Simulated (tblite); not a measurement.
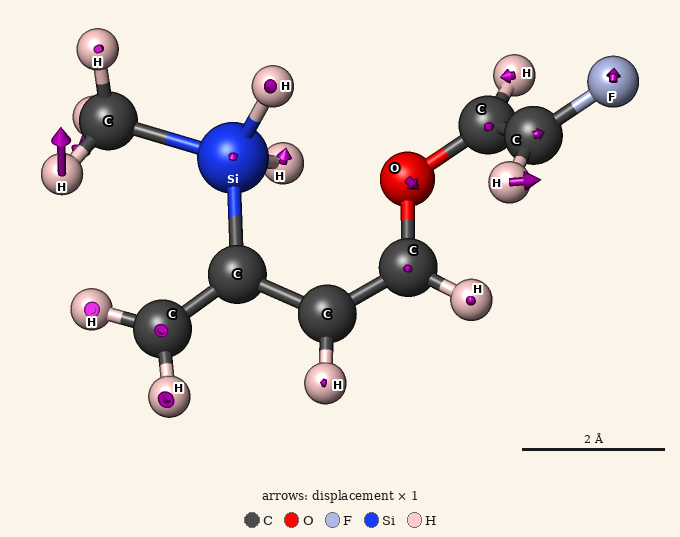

This is a relaxation of C7H11FOSi. The starting structure is drawn; purple arrows show the displacements, at their true length. The two geometries are superimposed by the best rigid fit.

A ball-and-stick model, seen at a tilt.

Computed with GFN2-xTB geometry optimisation, gas phase (tblite). 

Which element moves most?

Answer. Hydrogen: up to 0.83 Å, against 0.23 Å for oxygen.

What did the optimiser do to the structure, and how much energy did it gain?

Answer. An H atom moves most after the best rigid fit: 0.83 Å. Largest moves by element: H 0.83 Å, O 0.23 Å, F 0.21 Å, C 0.21 Å, Si 0.10 Å. Some distances before and after: O–Si 2.564 → 2.728 Å, C–Si 1.831 → 1.899 Å, C–H 1.131 → 1.085 Å, C–O 1.385 → 1.346 Å. Bond angles that change, for instance: O–C–H 123.4° → 111.6°, O–C–C 116.2° → 127.7°, F–C–H 119.4° → 112.3°. Groups turn about C–Si by about 50°, C–O by about 20°. Over 99 geometry steps the energy falls by 0.662 eV.
